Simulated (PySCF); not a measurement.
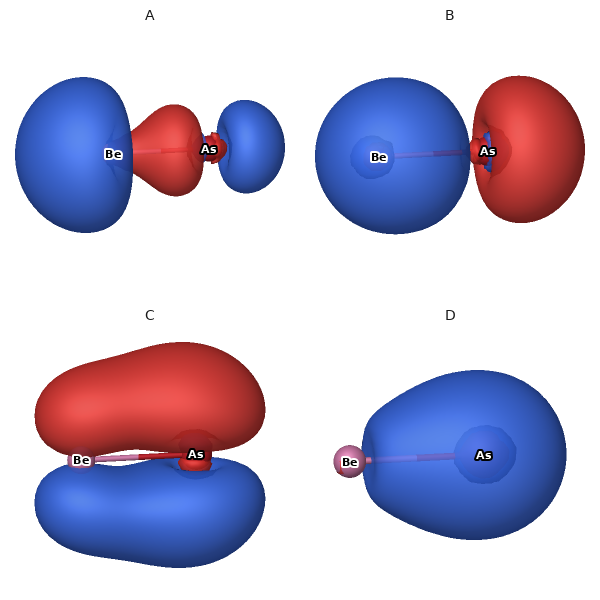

The picture shows: BeAs (charge +1, triplet). Four frontier β-spin orbitals, each drawn at the value that holds 80 % of its norm (blue and red are the two phases), in no order; of a degenerate pair one member is drawn.

These are results of PBE0/pcseg-2, non-relativistic, at a bond length of 2.127 Å in PySCF 2.14.0, not measurements.

Label each orbital by symmetry, say whether it is occupied, and order them by energy.

Orbital D: σ, occupied in this spin, −20.93 eV; mainly on As (85 %).
Orbital B: σ, occupied in this spin, −13.90 eV; shared between the atoms (Be 40 %, As 60 %).
Orbital A: σ, empty in this spin, −9.55 eV; mainly on Be (80 %).
Orbital C: π, empty in this spin, −9.36 eV; mainly on As (70 %).
